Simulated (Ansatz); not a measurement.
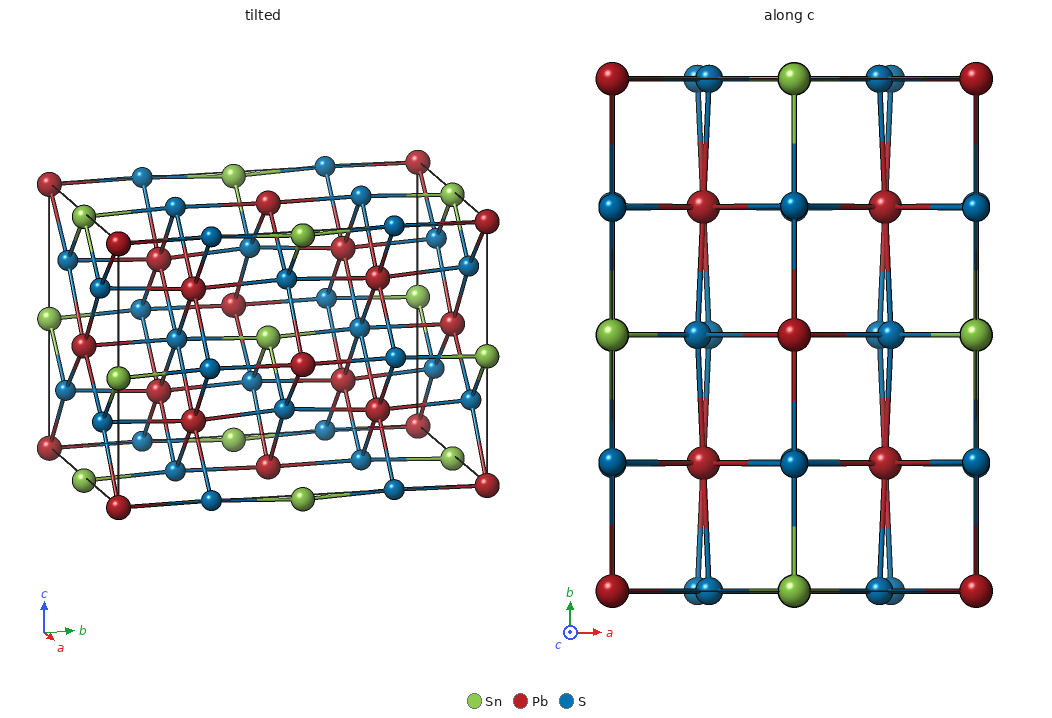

Drawn in the ball-and-stick manner and seen slightly off an axis and along the c axis. The wireframe shows the conventional unit cell.

SnPb₃S₄, space group Fmm2 (No. 42), a = 8.484 Å, b = 11.947 Å, c = 8.488 Å, α = 90.00°, β = 90.00°, γ = 90.00°. Its origin is a structure type filled with these elements by a generator (whether the compound takes this form wasn't checked). Earlier steps of the study, as a rule a relaxation of our own, may have changed the cell and positions, so they can lie some per cent off the listed ones. It was run through Ansatz as a DFT input.

This one geometry was computed with Ansatz (DFT, plane waves, PAW) at three levels of theory: r2SCAN, PBE and LDA.

> Which level gives the highest pressure at this volume, and what does that say about its equilibrium volume?

Highest: PBE (0.0 GPa), which points to the largest equilibrium volume. Lowest, with the smallest volume: LDA (-4.4 GPa). Levels within 0.5 GPa of each other can't be told apart.

> How does the band gap change with the level of theory?

LDA: a gap of 0.00 eV, direct; PBE: a gap of 0.06 eV, indirect; r2SCAN: a gap of 0.20 eV, indirect.

> Collect the results in a table.

| level | cutoff (eV) | k-mesh of the run's cell | gap (eV) | pressure (GPa) |
| --- | --- | --- | --- | --- |
| r2SCAN | 500 | 8×8×8 | 0.20 | -1.0 |
| PBE | 420 | 8×8×8 | 0.06 | 0.0 |
| LDA | 420 | 8×8×8 | 0.00 | -4.4 |

Gaps are taken on the k-mesh or band path of each run.
